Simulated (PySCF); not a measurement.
# Two runs on C10H26N2Si

System: C10H26N2Si (SiMe2(NEt2)2).
Method of run 1: GIAO wB97X-D/pcSseg-1 NMR shielding, non-relativistic, gas phase (PySCF 2.14.0).

The geometry comes from this level: PBE0-D3(BJ)/def2-SVP. Text and figures count atoms from 1; the logs count them from 0 in places.

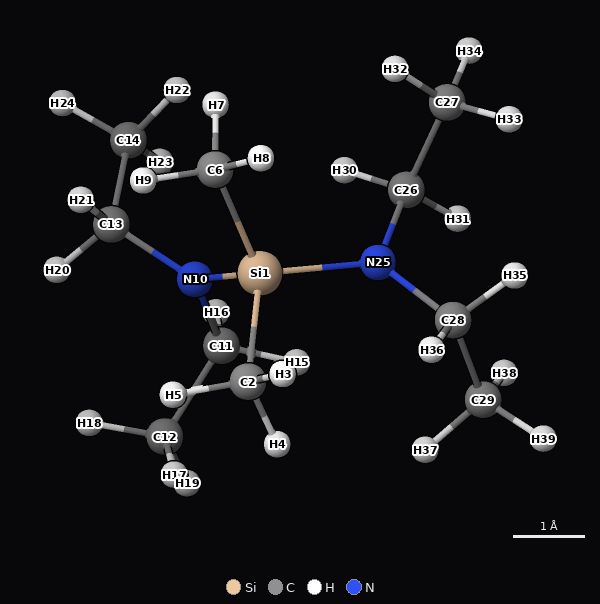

The structure (ball-and-stick view, seen at a tilt; atoms are numbered from 1 in the order of the input).

### The input, run 1
```
{"job": {"kind": "nmr", "xc": "wB97X-D", "basis": "pcSseg-1", "pop": false}, "charge": 0, "multiplicity": 1}
Si     0.828962    -0.003209     0.597460
C      0.825977    -0.094527     2.476034
H      1.445817    -0.921431     2.858252
H     -0.189900    -0.213982     2.884560
H      1.239535     0.844449     2.876535
C      2.610189     0.090365     0.001485
H      2.675372     0.218421    -1.090238
H      3.123420    -0.849704     0.258506
H      3.168625     0.913559     0.474927
N      0.002527     1.406709    -0.016899
C     -1.432383     1.522416     0.146987
C     -1.864211     2.387725     1.325483
C      0.654934     2.533437    -0.649090
C      0.555738     2.531061    -2.169988
H     -1.847705     0.507439     0.267063
H     -1.886465     1.916408    -0.782329
H     -1.501452     1.966004     2.275418
H     -1.466780     3.411618     1.243007
H     -2.961966     2.462415     1.380258
H      0.233480     3.478711    -0.257297
H      1.717027     2.554038    -0.359239
H      1.065748     1.651329    -2.593054
H     -0.493426     2.499481    -2.503301
H      1.016050     3.433716    -2.602545
N     -0.009455    -1.413519     0.003929
C     -0.275075    -1.538398    -1.415122
C      0.707068    -2.434450    -2.160686
C     -0.446473    -2.521207     0.826731
C     -1.924450    -2.471061     1.196227
H     -0.257003    -0.527649    -1.857692
H     -1.305708    -1.909599    -1.574625
H      1.730256    -2.034186    -2.092281
H      0.719764    -3.454504    -1.745546
H      0.440883    -2.512437    -3.226846
H     -0.231789    -3.475983     0.310820
H      0.153842    -2.555104     1.749540
H     -2.143760    -1.584691     1.812103
H     -2.559546    -2.417162     0.298033
H     -2.225409    -3.365319     1.765311
```

The first line tells a small driver script what to run in PySCF; the rest is the geometry in Å.

Command:
```bash
OMP_NUM_THREADS=2 python <driver script> task.json out
```

Hardware: 2 CPU threads, shared host.

### Output, shortened to warnings, some set-up lines, iterations and results (run 1)
```
coarse grid: 30728 points
[...]
cycle   1  E = -795.3836698788  dE =  1.441e+00  |g| = 5.298e-01  |ddm| = 5.271e+00
cycle   2  E = -795.4161313069  dE = -3.246e-02  |g| = 4.350e-01  |ddm| = 8.240e-01
cycle   3  E = -795.4559128707  dE = -3.978e-02  |g| = 6.804e-02  |ddm| = 3.977e-01
cycle   4  E = -795.4567159448  dE = -8.031e-04  |g| = 3.553e-02  |ddm| = 8.781e-02
cycle   5  E = -795.4570049322  dE = -2.890e-04  |g| = 2.610e-03  |ddm| = 3.163e-02
cycle   6  E = -795.4570072287  dE = -2.297e-06  |g| = 6.847e-04  |ddm| = 6.636e-03
cycle   7  E = -795.5426856059  dE = -4.646e-04  |g| = 7.940e-03  |ddm| = 6.108e-02
cycle   8  E = -795.5426921814  dE = -6.576e-06  |g| = 7.157e-03  |ddm| = 1.520e-02
cycle   9  E = -795.5427020197  dE = -9.838e-06  |g| = 1.067e-03  |ddm| = 5.841e-03
cycle  10  E = -795.5427023134  dE = -2.936e-07  |g| = 4.711e-04  |ddm| = 2.041e-03
cycle  11  E = -795.5427023694  dE = -5.608e-08  |g| = 7.589e-05  |ddm| = 5.881e-04
cycle  12  E = -795.5427023718  dE = -2.370e-09  |g| = 2.370e-05  |ddm| = 1.965e-04
cycle  13  E = -795.5427023720  dE = -2.087e-10  |g| = 6.145e-06  |ddm| = 6.260e-05
converged SCF energy = -795.5427023720

GIAO shielding tensors (ppm)
atom      isotropic    diamagn.    paramagn.     s11        s22        s33       span
  0 Si     352.324     888.629    -536.305    328.445    354.612    373.913     45.468
  1 C      184.114     260.624     -76.510    179.981    184.581    187.780      7.799
  2 H       31.232      33.601      -2.368     27.102     28.754     37.841     10.739
  3 H       31.213      36.150      -4.937     27.952     29.585     36.101      8.149
  4 H       31.479      33.678      -2.199     27.580     29.145     37.713     10.134
  5 C      184.213     260.606     -76.393    179.876    184.805    187.958      8.082
  6 H       31.226      36.175      -4.950     28.009     29.565     36.102      8.093
  7 H       31.485      33.677      -2.192     27.570     29.139     37.746     10.177
  8 H       31.232      33.638      -2.406     27.086     28.805     37.805     10.719
  9 N      214.800     337.786    -122.987    199.821    203.248    241.331     41.511
 10 C      146.734     248.384    -101.651    124.414    143.259    172.527     48.113
 11 C      168.380     248.048     -79.668    146.245    173.930    184.965     38.720
 12 C      144.997     244.042     -99.046    124.203    138.760    172.027     47.825
 13 C      167.895     248.932     -81.037    145.232    174.376    184.076     38.844
 14 H       28.532      38.107      -9.575     22.195     30.135     33.264     11.069
 15 H       28.976      35.261      -6.285     23.660     29.227     34.041     10.381
 16 H       30.646      32.747      -2.101     25.480     31.292     35.165      9.685
 17 H       29.946      30.940      -0.994     25.000     29.298     35.542     10.542
 18 H       30.703      29.157       1.546     26.317     27.108     38.685     12.367
 19 H       28.793      32.236      -3.442     22.491     29.260     34.630     12.139
 20 H       28.878      33.841      -4.963     23.595     29.840     33.201      9.606
 21 H       30.656      33.384      -2.729     26.086     30.968     34.913      8.827
 22 H       30.003      32.266      -2.264     25.710     29.507     34.791      9.081
 23 H       30.709      28.024       2.685     26.007     27.153     38.967     12.960
 24 N      215.000     337.782    -122.782    200.234    202.980    241.786     41.551
 25 C      146.563     248.364    -101.801    124.410    142.860    172.420     48.009
 26 C      168.318     247.948     -79.631    146.187    173.773    184.994     38.807
 27 C      144.887     244.051     -99.164    124.166    138.459    172.035     47.869
 28 C      167.677     249.103     -81.426    145.298    173.920    183.814     38.516
[...]
```

Run 2 used a changed input.

### The two runs side by side

```csv
quantity,run 1,run 2
outcome,converged,converged
total energy (hartree),−795.542702,−794.967474
HOMO (eV),−7.68,−5.85
LUMO (eV),2.81,1.04
dipole moment (D),0.23,0.18
shielding of Si1 (ppm),352.3,352.9
shielding of N10 (ppm),214.8,210.9
shielding of C12 (ppm),168.4,168.8
shielding of C14 (ppm),167.9,168.4
shielding of N25 (ppm),215.0,211.1
shielding of C27 (ppm),168.3,168.8
shielding of C29 (ppm),167.7,168.2
SCF iterations,13,12
basis functions,358,358
wall time (shared host),89 s,97 s
```

What was changed in the input?

The change (lines with − go, lines with + come):
```diff
-"xc": "wB97X-D"
+"xc": "PBE0"
-"pop": false
```

The total energies belong to different methods, so their difference says nothing on which is more stable or more accurate. The HOMO goes from −7.68 to −5.85 eV. The LUMO goes from 2.81 to 1.04 eV. The dipole moment goes from 0.23 to 0.18 D. Of all shieldings, the largest change is that of N10 and N25, by −3.9 ppm. The functional changes from wB97X-D to PBE0. The SCF takes 12 iterations against 13.

### Output, shortened to warnings, some set-up lines, iterations and results (run 2)
```
coarse grid: 30728 points
[...]
cycle   1  E = -794.7642006206  dE =  9.488e-01  |g| = 6.945e-01  |ddm| = 5.339e+00
cycle   2  E = -794.7294192956  dE =  3.478e-02  |g| = 8.003e-01  |ddm| = 1.468e+00
cycle   3  E = -794.8883291831  dE = -1.589e-01  |g| = 9.059e-02  |ddm| = 8.967e-01
cycle   4  E = -794.8896522795  dE = -1.323e-03  |g| = 4.431e-02  |ddm| = 1.296e-01
cycle   5  E = -794.8900846274  dE = -4.323e-04  |g| = 5.672e-03  |ddm| = 4.680e-02
cycle   6  E = -794.8900905806  dE = -5.953e-06  |g| = 1.267e-03  |ddm| = 5.986e-03
cycle   7  E = -794.9674247588  dE = -1.149e-04  |g| = 1.377e-02  |ddm| = 5.490e-02
cycle   8  E = -794.9674075645  dE =  1.719e-05  |g| = 1.616e-02  |ddm| = 2.900e-02
cycle   9  E = -794.9674739517  dE = -6.639e-05  |g| = 1.406e-03  |ddm| = 1.653e-02
cycle  10  E = -794.9674743280  dE = -3.763e-07  |g| = 4.902e-04  |ddm| = 1.872e-03
cycle  11  E = -794.9674743782  dE = -5.023e-08  |g| = 6.628e-05  |ddm| = 4.668e-04
cycle  12  E = -794.9674743791  dE = -8.463e-10  |g| = 2.130e-05  |ddm| = 9.787e-05
converged SCF energy = -794.9674743791

GIAO shielding tensors (ppm)
atom      isotropic    diamagn.    paramagn.     s11        s22        s33       span
  0 Si     352.950     888.611    -535.661    329.934    354.932    373.984     44.050
  1 C      184.128     260.340     -76.212    179.849    184.293    188.243      8.394
  2 H       31.096      33.476      -2.380     26.937     28.602     37.747     10.810
  3 H       31.095      35.822      -4.728     27.808     29.451     36.025      8.217
  4 H       31.359      33.544      -2.185     27.462     29.043     37.574     10.112
  5 C      184.235     260.318     -76.083    179.762    184.534    188.409      8.647
  6 H       31.107      35.849      -4.742     27.864     29.432     36.027      8.162
  7 H       31.364      33.539      -2.175     27.450     29.033     37.609     10.158
  8 H       31.095      33.513      -2.417     26.920     28.656     37.711     10.791
  9 N      210.927     337.626    -126.698    196.813    199.178    236.791     39.979
 10 C      146.481     248.549    -102.068    123.356    143.783    172.305     48.949
 11 C      168.836     248.407     -79.571    146.459    174.514    185.536     39.078
 12 C      144.639     244.268     -99.629    123.064    139.108    171.746     48.682
 13 C      168.372     249.245     -80.873    145.541    175.041    184.534     38.993
 14 H       28.339      37.705      -9.366     21.951     29.963     33.102     11.152
 15 H       28.789      35.093      -6.304     23.407     29.091     33.869     10.462
 16 H       30.582      32.571      -1.990     25.424     31.197     35.123      9.699
 17 H       29.819      30.876      -1.057     24.828     29.189     35.440     10.613
 18 H       30.606      29.137       1.469     26.196     27.019     38.602     12.406
 19 H       28.597      32.138      -3.541     22.244     29.104     34.443     12.199
 20 H       28.711      33.659      -4.948     23.381     29.719     33.034      9.653
 21 H       30.586      33.148      -2.562     26.018     30.870     34.870      8.852
 22 H       29.878      32.115      -2.237     25.534     29.392     34.707      9.173
 23 H       30.611      28.073       2.538     25.865     27.091     38.878     13.013
 24 N      211.148     337.622    -126.473    196.946    199.269    237.230     40.284
 25 C      146.311     248.525    -102.214    123.370    143.380    172.183     48.814
 26 C      168.774     248.310     -79.536    146.411    174.349    185.562     39.151
 27 C      144.526     244.285     -99.760    123.015    138.800    171.762     48.747
 28 C      168.156     249.405     -81.249    145.621    174.595    184.252     38.632
[...]
```
